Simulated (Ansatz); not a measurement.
# C2H6B (charge +1): what the fields show

Input file:

```
basis:
  gaussian:
    orbitals: def2-TZVPD
crystal:
  periodic: [false, false, false]
  atoms:
    - {symbol: C, position_ang: [-0.043334, 0.854927, 1.945022]}
    - {symbol: C, position_ang: [0.684046, 0.551981, 0.599836]}
    - {symbol: B, position_ang: [-1.385102, 0.378091, 2.259333]}
    - {symbol: H, position_ang: [-2.482696, 0.021580, 2.586358]}
    - {symbol: H, position_ang: [-0.141292, 1.966065, 2.129193]}
    - {symbol: H, position_ang: [0.549413, 0.488896, 2.835385]}
    - {symbol: H, position_ang: [0.112544, 0.963069, -0.251962]}
    - {symbol: H, position_ang: [1.679235, 1.031002, 0.629793]}
    - {symbol: H, position_ang: [0.813099, -0.537160, 0.464611]}
total_charge: 1
magnetization:
  spin_polarized: false
hamiltonian:
  xc: {name: PBE0}
output:
  forces: true
  orbitals: {seedname: orbitals}
```

Command:

```sh
ansatz run input.yaml --threads 1 --pin off --max-ram 2610MiB --events-out events.jsonl --progress --plain --runs-dir runs
```

Geometry: PBE-D3(BJ)/def2-SVP.

These are results of isolated molecule in a Gaussian basis; Kohn-Sham density functional theory, functional PBE0 (Ansatz 0.2.0), not measurements.

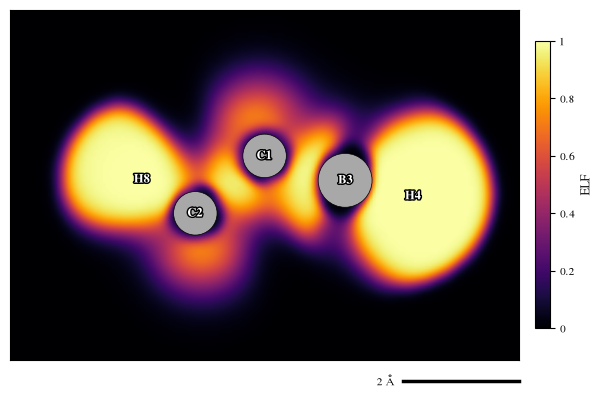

Figure 1. ELF on the plane of atoms C2, C1 and B3. Grey discs cover the atomic cores.

Interpret the plot.

Answer. Atoms in the plane: C, B and H.
C–B (1.46 Å): the ELF peaks at about 0.95 between the atoms: localised, covalent bonding.
C–C (1.56 Å): the ELF peaks at about 0.95 between the atoms (a shared electron pair).
C–H (1.10 Å): the ELF climbs to about 1 towards the hydrogen, as it does in any bond to H: an ordinary covalent bond to hydrogen.
B–H (1.20 Å): the ELF peaks at about 1 between the atoms: an ordinary covalent bond to hydrogen.

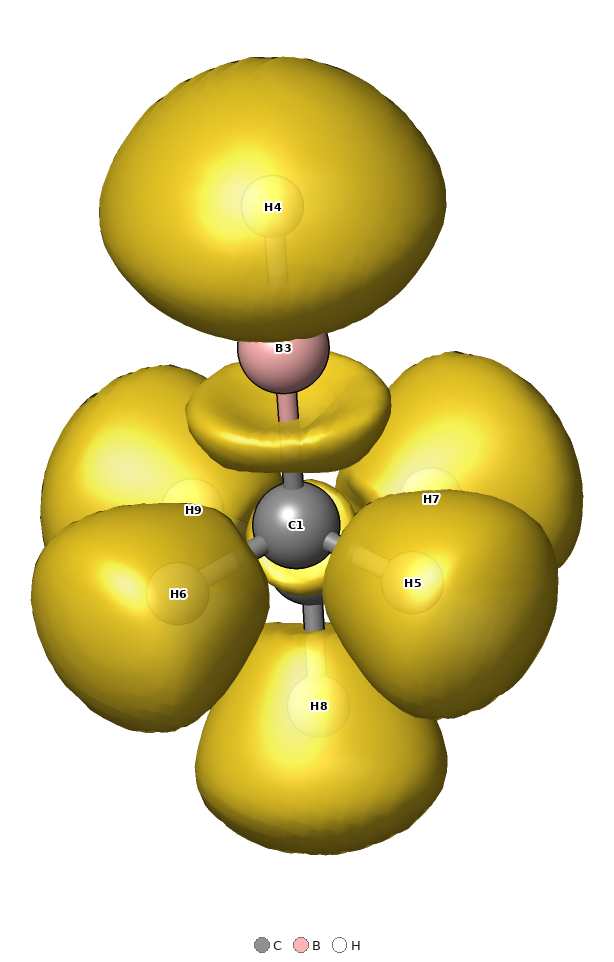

Figure 2. Isosurface of the ELF at 0.8 (yellow), seen at an oblique angle. Core shells and regions of very low density are left out.

What do the ELF domains correspond to?

Answer. At this value the surface marks out one region between bonded B–C atoms (shared pairs), one region between bonded C–C atoms (shared pairs) and six regions around hydrogen nuclei.

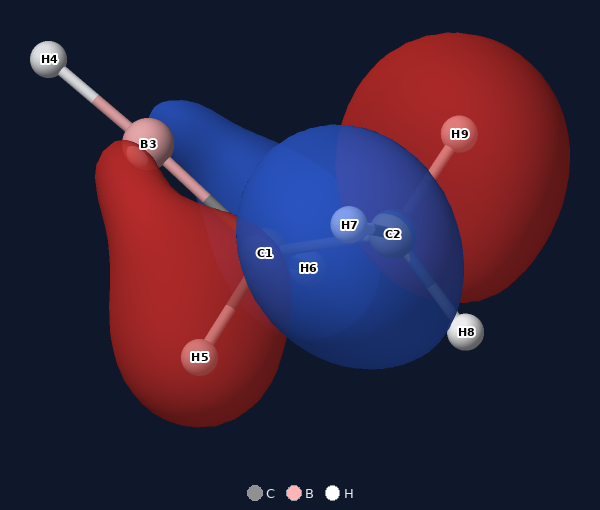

Figure 3. The HOMO−1 at ±0.1 Å⁻³ᐟ² (red and blue are the two phases), seen at an oblique angle.

What is the character of this orbital?

Answer. Its weight (Hirshfeld) is mainly on C2 (about 40 %), H7 (about 15 %), H9 (about 15 %) and C1 (about 10 %). Its energy is −15.80 eV.

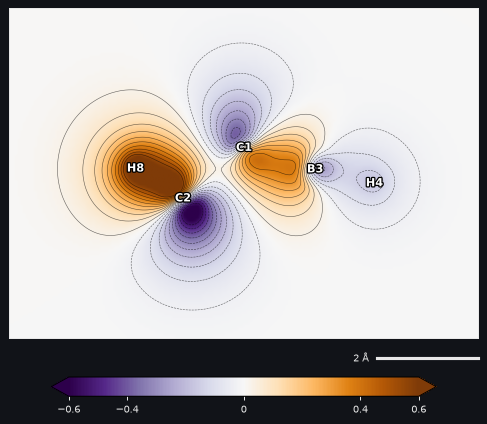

Figure 4. The HOMO on the plane of atoms C2, C1 and B3 (values in Å⁻³ᐟ²; the overall sign is arbitrary).

Describe this orbital and give its energy.

Answer. By Hirshfeld shares it lies mainly on C2 (about 35 %), H8 (about 20 %), C1 (about 15 %), B3 (about 5 %), H7 (about 5 %) and H9 (about 5 %). Its energy is −15.62 eV.
